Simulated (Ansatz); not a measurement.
CH7Si2 (charge −1)

```xyz
10

C     0.7936    1.3212   -0.0006
Si    0.0351   -0.4245   -0.2538
Si   -2.2063   -0.8122    0.3767
H     1.8442    1.3877   -0.3311
H     0.3062   -0.7246   -1.7194
H    -1.9847   -0.1193    1.7424
H     0.2049    2.0671   -0.5574
H    -2.6726    0.4795   -0.3364
H     1.0223   -1.3488    0.4408
H     0.7448    1.5972    1.0644
```

Geometry: PBE0-D3(BJ)/def2-SVPD.

Computed with isolated molecule in a Gaussian basis; Kohn-Sham density functional theory, functional PBE0 in Ansatz 0.2.0.

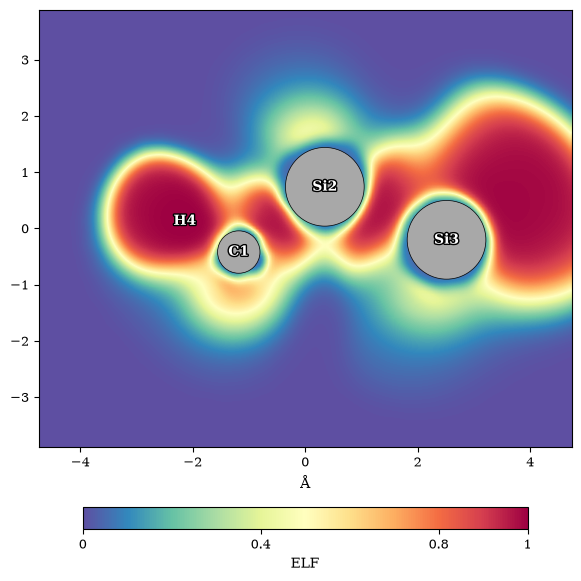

Figure 1. Electron localisation function on the plane of atoms C1, Si2 and Si3. Grey discs cover the atomic cores.

**Describe what can be read from this map.**

- Atoms in the plane: C, Si and H.
- C–Si (1.92 Å): the ELF peaks at about 0.95 between the atoms; localised, covalent bonding.
- Si–Si (2.36 Å): the ELF peaks at about 0.95 between the atoms: a shared electron pair.
- C–H (1.10 Å): the ELF climbs to about 1 towards the hydrogen, as it does in any bond to H; a covalent bond by its length.
- The ELF also peaks beside Si3, away from the bonds: lone-pair regions.

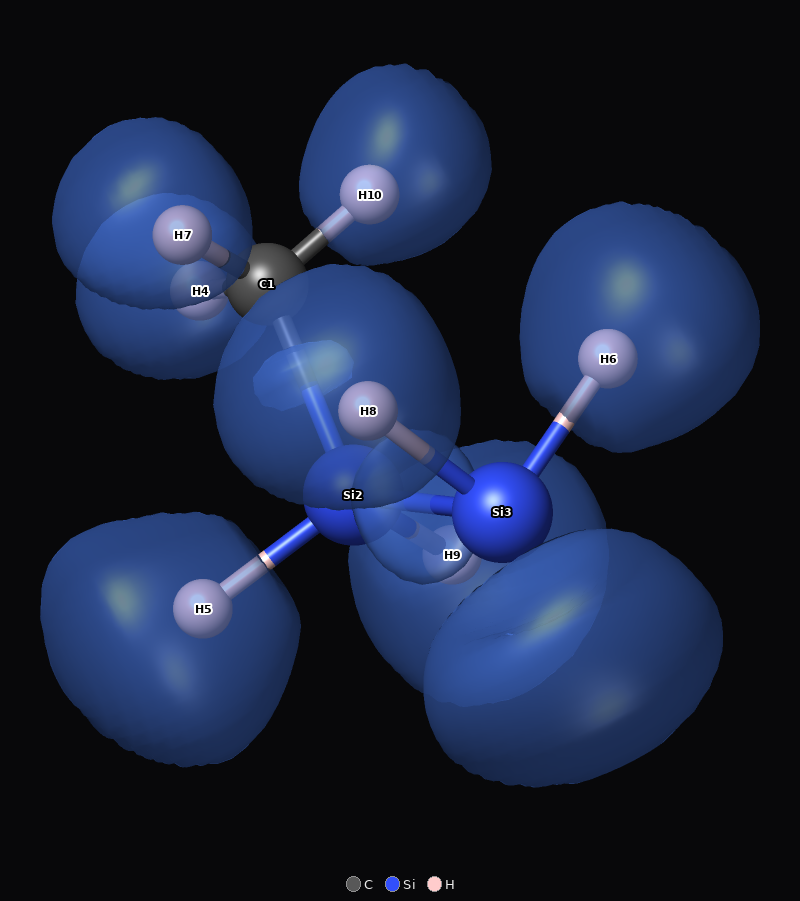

Figure 2. Isosurface of the electron localisation function at 0.9 (blue), seen at an oblique angle. Core shells and regions of very low density are left out.

**Where are the electrons localised?**

At this value the surface marks out one region between bonded C–Si atoms (shared pairs), one region between bonded Si–Si atoms (shared pairs), seven regions around hydrogen nuclei and one lobe on Si, pointing away from the bonds (lone pairs).

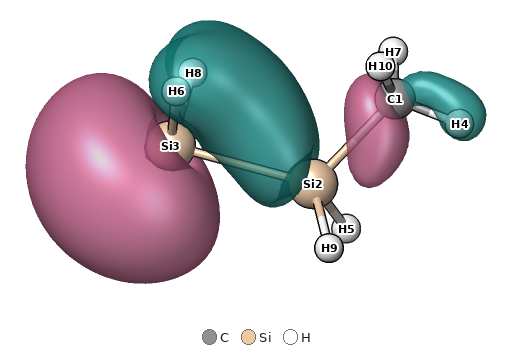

Figure 3. The HOMO at ±0.08 Å⁻³ᐟ² (teal and pink are the two phases), seen across its widest extent.

**Describe this orbital and give its energy.**

Its weight (Hirshfeld) is mainly on Si3 (about 75 %) and Si2 (about 10 %). Its energy is −0.57 eV.
